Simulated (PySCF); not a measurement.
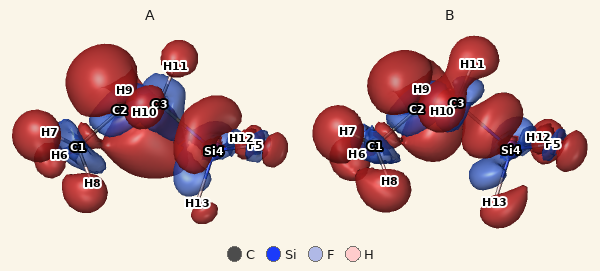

Figure. C₃H₈FSi, doublet, SMILES `C[CH]C[SiH2]F`. The two Fukui functions at ±0.015 e/Å³ (red positive, blue negative).

PySCF calculation, B3LYP/def2-SVPD, gas phase; geometry: GFN2-xTB. No frequency check shows the geometry to be a minimum. GFN2-xTB doesn't know the spin state, so this open-shell geometry is rough.

Geometry (Å), atoms numbered from 1:

```
C1       2.5406    0.4796    0.3234
C2       1.6365   -0.4259   -0.4197
C3       0.3668   -0.8740    0.1656
Si4     -1.0236    0.3704   -0.2844
F5      -2.3986   -0.1074    0.4210
H6       3.2647    0.9487   -0.3388
H7       3.0989   -0.0609    1.0979
H8       1.9746    1.2604    0.8389
H9       1.8660   -0.6892   -1.4364
H10      0.4435   -0.9362    1.2531
H11      0.0851   -1.8593   -0.2104
H12     -1.3139    0.3539   -1.7083
H13     -0.7651    1.6849    0.2816
```

> Which panel is f⁻ (electron removed) and which f⁺ (electron added)?

A is f⁺, B is f⁻. f⁻ (Hirshfeld-condensed) is largest on C2 (0.26); the vertical ionisation energy is 7.40 eV (to the singlet cation, which needn't be its lowest state). f⁺ (Hirshfeld-condensed) is largest on C2 (0.23) and Si4 (0.16); the vertical electron affinity is −0.25 eV (to the singlet anion, which needn't be its lowest state; negative: at this level and geometry the extra electron isn't bound, and the finite basis holds it).
